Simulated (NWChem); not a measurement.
**SiN2H6O (SMILES N[SiH](N)O) at 3 levels**

Wanted: a comparison of 3 runs (HF/def2-SVP, PBE0/def2-SVP, TPSSh/cc-pVDZ) of SiN2H6O. 

Program for the calculation: NWChem 7.3.0.

## 1. Starting point

SiN2H6O has 10 atoms, charge 0, and is taken as a singlet. SMILES: `N[SiH](N)O`. The coordinates come from a PBE0-D4/def2-TZVP relaxation. This is one conformer, not always the lowest.

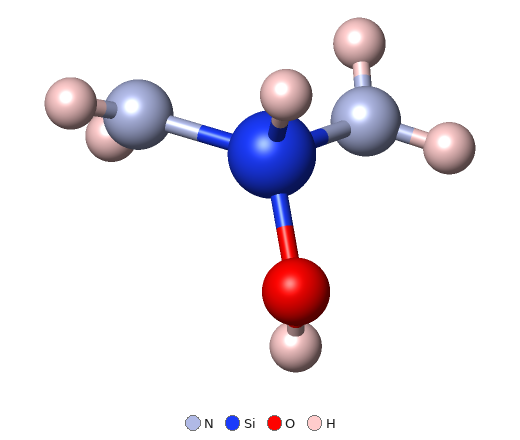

The structure, seen from a chosen angle (nitrogen light blue, silicon blue, oxygen red, hydrogen pink).

## 2. Energy and forces at HF/def2-SVP (run 1)

calc.nw reads:

```
start calc
title "H6N2OSi"
memory total 2200 mb

geometry units angstrom noautosym nocenter noautoz
  N       -0.775500       1.215500      -0.137800
  Si       0.492300       0.085700       0.087100
  N       -0.248600      -1.249800       0.847400
  O        1.206700      -0.118300      -1.384200
  H       -0.620700       2.036300      -0.700200
  H       -1.413200       1.405300       0.618200
  H        1.642700       0.459500       0.944000
  H       -1.123500      -1.625000       0.519700
  H        0.302300      -1.942900       1.325300
  H        0.620800      -0.317400      -2.116600
end

basis spherical bse
  * library def2-SVP
end

scf
  singlet
  rhf
  thresh 1e-08
  maxiter 80
end

task scf gradient
```

Launch:

```bash
nwchem calc.nw > calc.out
```

Standard output:

```text
[...]
  functions       =    90
[...]
  wavefunction    = RHF
[...]
         Total SCF energy =   -476.063432185189
      One-electron energy =  -1028.613726850480
      Two-electron energy =    365.934443570818
 Nuclear repulsion energy =    186.615851094473
        Time for solution =      9.1s
[...]
                         RHF ENERGY GRADIENTS
    atom               coordinates                        gradient
                 x          y          z           x          y          z
   1 N      -1.465483   2.296962  -0.260404    0.003574  -0.008715  -0.000320
   2 Si      0.930312   0.161950   0.164595   -0.006533  -0.003862  -0.007787
   3 N      -0.469786  -2.361780   1.601354    0.002192   0.009965  -0.000593
   4 O       2.280332  -0.223555  -2.615759    0.011256   0.005789   0.017164
   5 H      -1.172953   3.848049  -1.323186    0.001817   0.003774  -0.003001
   6 H      -2.670561   2.655632   1.168229   -0.002929   0.000638   0.004623
   7 H       3.104253   0.868329   1.783901    0.002748  -0.000114   0.000925
   8 H      -2.123107  -3.070805   0.982091   -0.004544  -0.001330  -0.002391
   9 H       0.571264  -3.671549   2.504454    0.003587  -0.002840   0.002218
  10 H       1.173142  -0.599799  -3.999794   -0.011166  -0.003306  -0.010837
[...]
```

Run time: 12 s. Hardware: 1 thread of Intel Xeon Platinum 8559C (Emerald Rapids), shared host; peak memory 0.1 GiB.

## 3. Energy and forces at PBE0/def2-SVP (run 2)

h6n2osi.nw reads:

```
START h6n2osi
TITLE "H6N2OSi"
memory stack 880 mb heap 220 mb global 1100 mb
GEOMETRY noautosym nocenter noautoz
 N    -0.775500    1.215500   -0.137800
 Si    0.492300    0.085700    0.087100
 N    -0.248600   -1.249800    0.847400
 O     1.206700   -0.118300   -1.384200
 H    -0.620700    2.036300   -0.700200
 H    -1.413200    1.405300    0.618200
 H     1.642700    0.459500    0.944000
 H    -1.123500   -1.625000    0.519700
 H     0.302300   -1.942900    1.325300
 H     0.620800   -0.317400   -2.116600
END
BASIS spherical bse
 N library def2-SVP
 Si library def2-SVP
 O library def2-SVP
 H library def2-SVP
END
DFT
 xc pbe0
 grid fine
 convergence energy 1e-08
 iterations 100
 mulliken
END
TASK dft gradient
```

Launch:

```bash
nwchem h6n2osi.nw > h6n2osi.out
```

Standard output:

```text
[...]
          Wavefunction type:  closed shell.
          No. of atoms     :    10
          No. of electrons :    42
[...]
          Charge           :     0
          Spin multiplicity:     1
[...]
          AO basis - number of functions:    90
[...]
              XC Information
              --------------
                         PBE0 Method XC Functional
                     Hartree-Fock (Exact) Exchange  0.250
          PerdewBurkeErnzerhof Exchange Functional  0.750
            Perdew 1991 LDA Correlation Functional  1.000 local
           PerdewBurkeErnz. Correlation Functional  1.000 non-local
[...]
 d= 0,ls=0.0,diis     1   -477.2849457823 -6.64D+02  1.23D-02  7.78D-01     1.9
[...]
 d= 0,ls=0.0,diis     8   -477.3676321251 -2.12D-09  1.69D-06  4.01D-08    12.2
         Total DFT energy =     -477.367632125059
      One electron energy =    -1029.070030018654
           Coulomb energy =      410.490704759358
    Exchange-Corr. energy =      -45.404157960237
 Nuclear repulsion energy =      186.615851094473
[...]
      Total Density - Mulliken Population Analysis
     ---------------------------------------------
    Atom       Charge   Shell Charges
 -----------   ------   -------------------------------------------------------
    1 N    7     7.41   1.99  0.96  0.45  2.47  1.54  0.01
    2 Si  14    13.31   2.00  1.98  0.92  0.04  5.93  1.22  0.72  0.51
    3 N    7     7.41   1.99  0.96  0.44  2.47  1.54  0.01
    4 O    8     8.41   1.99  1.07  0.64  2.89  1.82  0.01
    5 H    1     0.87   0.71  0.11  0.05
    6 H    1     0.87   0.71  0.11  0.05
    7 H    1     1.15   0.75  0.40  0.01
    8 H    1     0.87   0.71  0.11  0.05
    9 H    1     0.87   0.71  0.11  0.05
   10 H    1     0.82   0.68  0.07  0.07
[...]
  wavefunction    = closed shell
                         DFT ENERGY GRADIENTS
    atom               coordinates                        gradient
                 x          y          z           x          y          z
   1 N      -1.465483   2.296962  -0.260404    0.002954   0.000962   0.002347
   2 Si      0.930312   0.161950   0.164595   -0.001384  -0.003201  -0.008175
   3 N      -0.469786  -2.361780   1.601354    0.001182  -0.000015  -0.002296
   4 O       2.280332  -0.223555  -2.615759   -0.007594   0.001366   0.009686
   5 H      -1.172953   3.848049  -1.323186   -0.000666  -0.004944   0.003238
   6 H      -2.670561   2.655632   1.168229    0.003819  -0.001240  -0.004227
   7 H       3.104253   0.868329   1.783901   -0.002256  -0.000079  -0.001562
   8 H      -2.123107  -3.070805   0.982091    0.005140   0.002373   0.001878
   9 H       0.571264  -3.671549   2.504454   -0.003126   0.004235  -0.003054
  10 H       1.173142  -0.599799  -3.999794    0.001932   0.000542   0.002165
[...]
```

It took 17 s on 1 thread of Intel Xeon Platinum 8559C (Emerald Rapids), shared host; peak memory 0.12 GiB.

## 4. Energy and gradient at TPSSh/cc-pVDZ (run 3)

run.py reads:

```python
from ase import Atoms
from ase.calculators.nwchem import NWChem

atoms = Atoms(['N', 'Si', 'N', 'O', 'H', 'H', 'H', 'H', 'H', 'H'], positions=[
    [-0.775500, 1.215500, -0.137800],
    [0.492300, 0.085700, 0.087100],
    [-0.248600, -1.249800, 0.847400],
    [1.206700, -0.118300, -1.384200],
    [-0.620700, 2.036300, -0.700200],
    [-1.413200, 1.405300, 0.618200],
    [1.642700, 0.459500, 0.944000],
    [-1.123500, -1.625000, 0.519700],
    [0.302300, -1.942900, 1.325300],
    [0.620800, -0.317400, -2.116600],
])

calc = NWChem(
    label='m1',
    theory='dft',
    memory='2200 mb',
    basis='cc-pVDZ',
    basispar='spherical bse',
    dft={'xc': 'xctpssh', 'mult': '1', 'grid': 'fine', 'convergence': 'energy 1e-08', 'iterations': '100', 'mulliken': None},
)
atoms.calc = calc

forces = atoms.get_forces()
e = atoms.get_potential_energy()
print(f"E = {e:.6f} eV")
print("forces (eV/A):")
for s, f in zip(atoms.symbols, forces):
    print(f"{s:2s} {f[0]:10.5f} {f[1]:10.5f} {f[2]:10.5f}")
print("dipole (e A):", atoms.get_dipole_moment().round(4))
```

Launch:

```bash
export ASE_NWCHEM_COMMAND="nwchem PREFIX.nwi > PREFIX.nwo"
python run.py
```

Standard output:

```text
E = -13005.518396 eV
forces (eV/A):
N    -0.44840   -0.05399   -0.25562
Si    0.19129    0.27146    0.84574
N    -0.22569   -0.03044    0.38294
O     1.03708   -0.02818   -0.82378
H     0.07245    0.42583   -0.22307
H    -0.28411    0.15154    0.36577
H     0.15581   -0.01990    0.06495
H    -0.38927   -0.22945   -0.17082
H     0.25089   -0.36582    0.20559
H    -0.35995   -0.12105   -0.39168
dipole (e A): [-0.4276 -0.0728 -0.0482]
```

The calculator wrote m1.nwi:

```
title "m1"

permanent_dir m1

scratch_dir m1

start m1

geometry units angstrom nocenter noautosym noautoz
  N  -7.7549999999999997e-01 1.2155000000000000e+00 -1.3780000000000001e-01
  Si 4.9230000000000002e-01 8.5699999999999998e-02 8.7099999999999997e-02
  N  -2.4859999999999999e-01 -1.2498000000000000e+00 8.4740000000000004e-01
  O  1.2067000000000001e+00 -1.1830000000000000e-01 -1.3842000000000001e+00
  H  -6.2070000000000003e-01 2.0363000000000002e+00 -7.0020000000000004e-01
  H  -1.4132000000000000e+00 1.4053000000000000e+00 6.1819999999999997e-01
  H  1.6427000000000000e+00 4.5950000000000002e-01 9.4399999999999995e-01
  H  -1.1234999999999999e+00 -1.6250000000000000e+00 5.1970000000000005e-01
  H  3.0230000000000001e-01 -1.9429000000000001e+00 1.3252999999999999e+00
  H  6.2080000000000002e-01 -3.1740000000000002e-01 -2.1166000000000000e+00
end

memory 2200 mb

basis spherical bse noprint
   * library cc-pVDZ
end

dft
  xc xctpssh
  mult 1
  grid fine
  convergence energy 1e-08
  iterations 100
  mulliken
end

task dft gradient
```

m1.nwo:

```text
Northwest Computational Chemistry Package (NWChem) 7.3.0
             --------------------------------------------------------

           Job information
           ---------------

    nwchem branch   = 7.3.0
    use scalapack   = T
    input           = m1.nwi
    prefix          = m1.
    data base       = m1/m1.db
    status          = startup
    nproc           =        1

           Memory information
           ------------------

    heap     =     72089594 doubles =      550.0 Mbytes
    stack    =     72089599 doubles =      550.0 Mbytes
    global   =    144179200 doubles =     1100.0 Mbytes (distinct from heap & stack)
    total    =    288358393 doubles =     2200.0 Mbytes
    verify   = yes
    hardfail = no

           Directory information
           ---------------------

  0 permanent = m1
  0 scratch   = m1

                                NWChem Input Module
                                -------------------

                                        m1
                                        --

[... 96 lines left out ...]
  convergence criterion.
[... 17 lines left out ...]
          Convergence on gradient requested:  5.00D-04
[... 25 lines left out ...]
          Convergence aids based upon iterative change in
[... 28 lines left out ...]
 1-e energy   =   -1024.491312
[... 39 lines left out ...]
         Total DFT energy =     -477.943989486653
[... 2 lines left out ...]
    Exchange-Corr. energy =      -45.800579625274
[... 696 lines left out ...]
          Convergence on energy requested:  1.00D-08
[... 23 lines left out ...]
          Spatial weights used:  Erf1
[... 4 lines left out ...]
          total energy or number of iterations.
[... 18 lines left out ...]
                            NWChem DFT Gradient Module
                            --------------------------

                                        m1

  charge          =   0.00
  wavefunction    = closed shell

                         DFT ENERGY GRADIENTS

    atom               coordinates                        gradient
                 x          y          z           x          y          z
   1 N      -1.465483   2.296962  -0.260404    0.008720   0.001050   0.004971
   2 Si      0.930312   0.161950   0.164595   -0.003720  -0.005279  -0.016447
   3 N      -0.469786  -2.361780   1.601354    0.004389   0.000592  -0.007447
[... 6 lines of this table left out ...]
  10 H       1.173142  -0.599799  -3.999794    0.007000   0.002354   0.007617

                 ----------------------------------------
                 |  Time  |  1-e(secs)   |  2-e(secs)   |
                 ----------------------------------------
                 |  CPU   |       0.01   |       8.77   |
                 ----------------------------------------
                 |  WALL  |       0.01   |       8.77   |
                 ----------------------------------------

 Task  times  cpu:       39.8s     wall:       39.8s
 Total times  cpu:       39.8s     wall:       39.8s
```

It took 41 s on 1 thread of Intel Xeon Platinum 8559C (Emerald Rapids), shared host; peak memory 0.12 GiB.

## 5. All runs side by side

| run | level | iteration cap | module | energy (Eh) | dipole moment (D) | HOMO energy (eV) | LUMO energy (eV) | wall time |
| --- | --- | --- | --- | --- | --- | --- | --- | --- |
| 1 | HF/def2-SVP | 80 | scf | -476.063432 | 2.14 | -10.91 | 4.69 | 12 s |
| 2 | PBE0/def2-SVP | 100 | dft | -477.367632 | 2.14 | -7.10 | 1.69 | 17 s |
| 3 | TPSSh/cc-pVDZ | 100 | dft | -477.943989 | 2.10 | -6.19 | 1.37 | 41 s |

## 6. Outcome

| quantity | value |
| --- | --- |
| run 3: total energy | -477.94399 Eh |
| run 3: dipole moment | 2.10 D |
| run 3: HOMO energy | -6.19 eV |
| run 3: LUMO energy | 1.37 eV |
| run 3: HOMO–LUMO gap | 7.57 eV |
| run 3: largest force on an atom | 1.325 eV/Å |

The dipole moment (its size) runs from 2.10 D (TPSSh/cc-pVDZ) to 2.14 D (HF/def2-SVP). The two ends differ in method and basis. The HOMO–LUMO gap runs from 7.57 eV (TPSSh/cc-pVDZ) to 15.61 eV (HF/def2-SVP). Totals of different functionals can't be ranked against each other. All runs together took 70 s, the longest 41 s.
